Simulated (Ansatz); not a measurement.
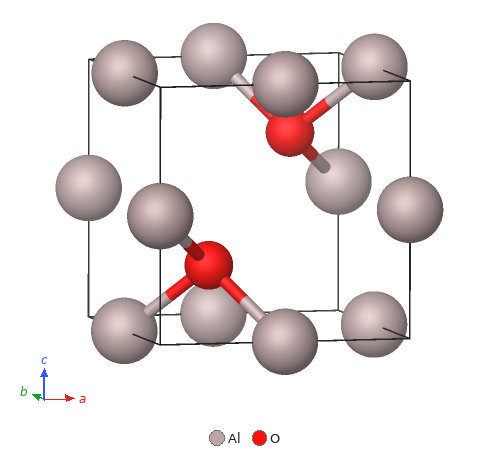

Ball-and-stick representation of a periodic structure, projected slightly off an axis. The wireframe shows the simulation cell.

```
CELL_PARAMETERS angstrom
2.96100 1.70953 2.39579
-2.96100 1.70953 2.39579
0.00000 -3.41907 2.39579
ATOMIC_POSITIONS crystal
Al 0.00000 0.00000 0.50000
Al 0.50000 0.00000 0.00000
Al 0.00000 0.50000 0.00000
O 0.72725 0.72725 0.72725
O 0.27275 0.27275 0.27275
```

The calculation used DFT PBE, scalar-relativistic, plane waves, PAW (Ansatz), with an energy cutoff of 420 eV, 12×12×12 k-mesh, Gaussian smearing of 0.1 eV, no spin polarisation.

> How charged are the atoms, by the Bader scheme?

Al +1.21 e; O -1.81 e.

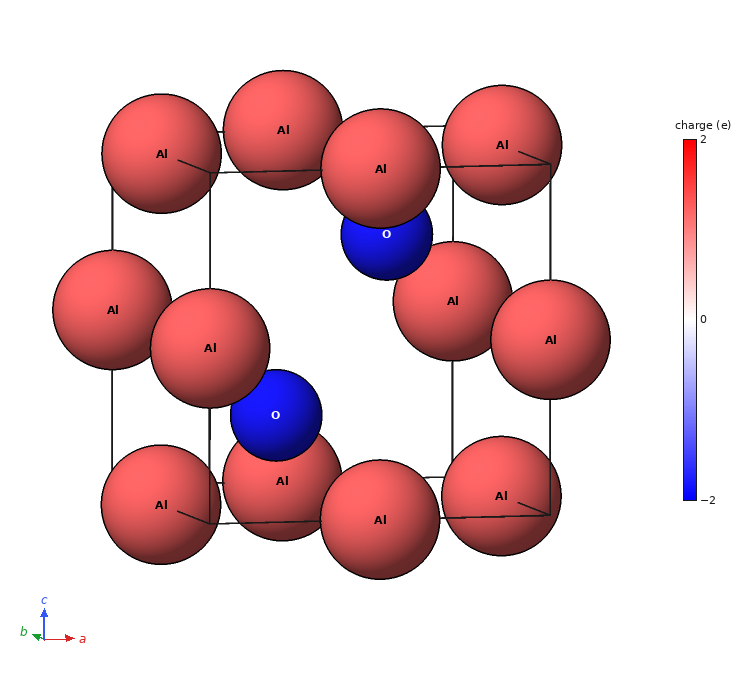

The atoms coloured by those charges.

The model was built from a random cell made by a generator, so it need not be a real form of the compound. Earlier steps of the study may have refined or changed the cell and positions. It was run through Ansatz as a DFT input.
